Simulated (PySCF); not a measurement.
**C2H12SSi4: density, localisation and related maps**

```xyz
19

C     2.8277    0.1038   -0.7630
S     1.9306    1.1698   -1.9236
Si   -0.0274    1.1815   -0.9740
Si    0.1296    1.6627    1.3458
Si   -0.3046   -0.6107    1.8203
Si   -0.7895   -1.0174   -0.4677
C    -2.6680   -1.1446   -0.7506
H     3.8470    0.0251   -1.1281
H     2.3687   -0.8810   -0.7343
H     2.8243    0.5506    0.2277
H    -0.6839    2.0708   -1.9336
H    -0.9100    2.5922    1.8047
H     1.3695    2.2560    1.8654
H    -1.3705   -0.8897    2.7901
H     0.8419   -1.3536    2.3640
H    -0.2179   -2.2009   -1.1416
H    -3.1817   -0.3086   -0.2843
H    -3.0690   -2.0567   -0.3197
H    -2.9266   -1.1402   -1.8049
```

Geometry: GFN2-xTB.

Method: PBE0/pcSseg-1, SCF density, gas phase, non-relativistic (PySCF 2.14.0).

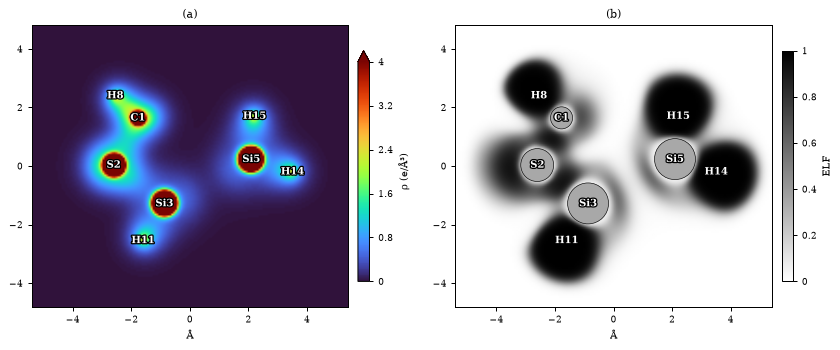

Figure 1. (a) total electron density; (b) electron localisation function on the plane of atoms S2, Si3 and H11. Grey discs cover the atomic cores in the ELF map.

Interpret the plot.

Answer.
- The plane passes through C, S, Si and H nuclei.
- C–S (1.81 Å): ρ at the midpoint is about 1.2 e/Å³; the ELF peaks at about 0.90 between the atoms: a shared electron pair.
- Si–S (2.18 Å): ρ at the midpoint is about 0.79 e/Å³; the ELF peaks at about 0.90 between the atoms; a shared electron pair.
- C–H (1.09 Å): the density is about 2 e/Å³ at the midpoint; the ELF climbs to about 1 towards the hydrogen, as it does in any bond to H: a covalent bond by its length.
- Si–H (1.46 Å): ρ at the midpoint is about 0.8 e/Å³; the ELF climbs to about 1 towards the hydrogen.
- The ELF also peaks beside S2, away from the bonds: lone-pair regions.

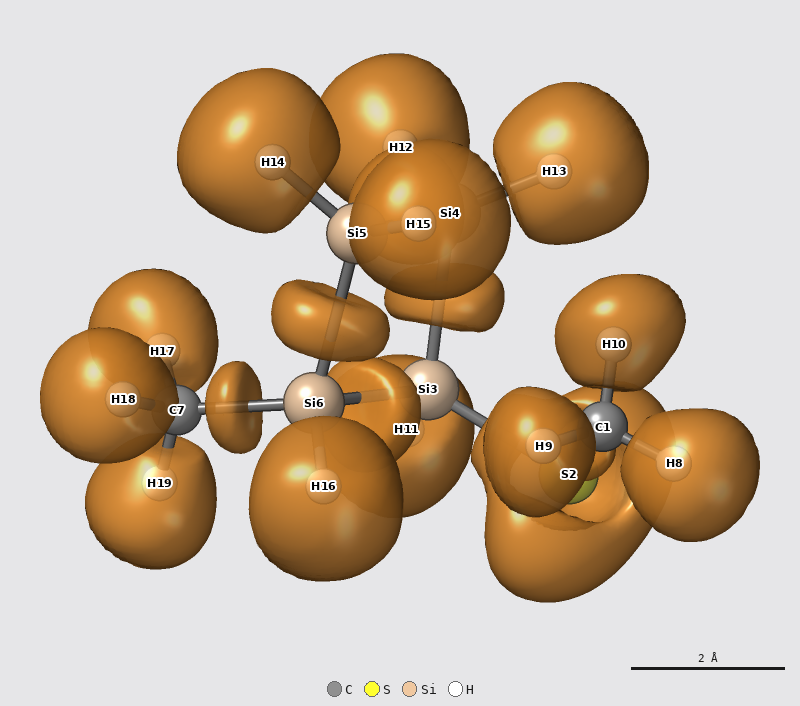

Figure 2. Isosurface of the electron localisation function at 0.8 (orange), seen at an oblique angle. Core shells and regions of very low density are left out.

Identify the bonds, lone pairs and shells in this picture.

Answer. The surface consists of one region between bonded C–S atoms (shared pairs), one region between bonded C–Si atoms (shared pairs), four regions between bonded Si–Si atoms (shared pairs), twelve regions around hydrogen nuclei and one region on S in which the atom's valence shell and bonds are merged. Along the contacts the grid gives the following. C–Si (1.90 Å): the ELF peaks at about 0.95 between the atoms, as expected for localised, covalent bonding.

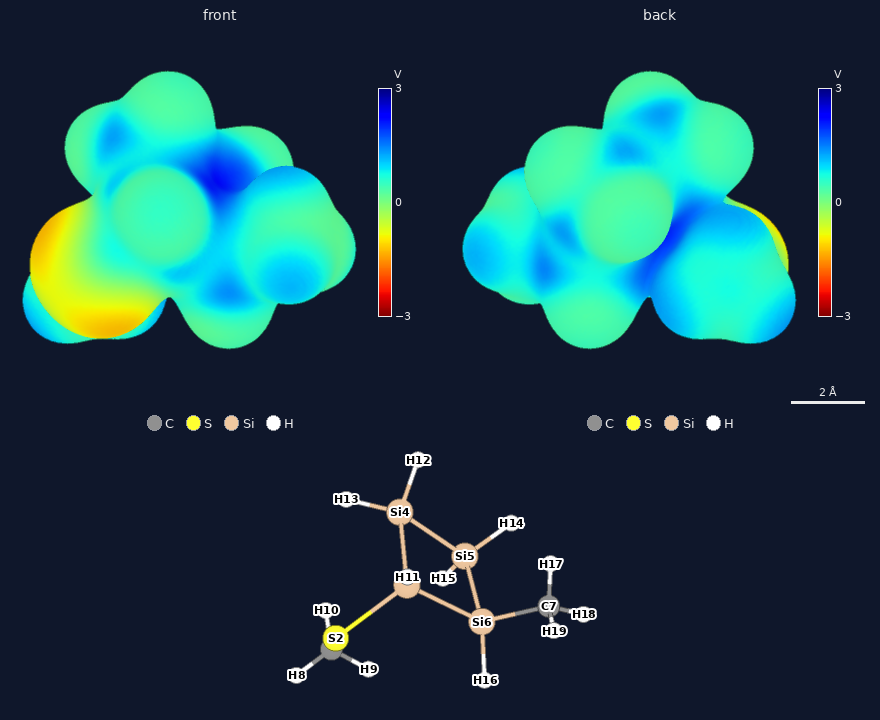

Figure 3. The molecular electrostatic potential painted on the density surface at 0.004 e/bohr³, seen from the front and from behind; red is negative and blue positive. The bare structure is drawn below in the same view.

Where is the surface potential most negative and most positive?

Answer. The most negative region (about −1.2 V) lies over S2, the most positive (about +2.1 V) over Si3, Si4, Si5 and Si6.

What dipole moment does the calculation give?

Answer. Its dipole moment is 1.72 D.
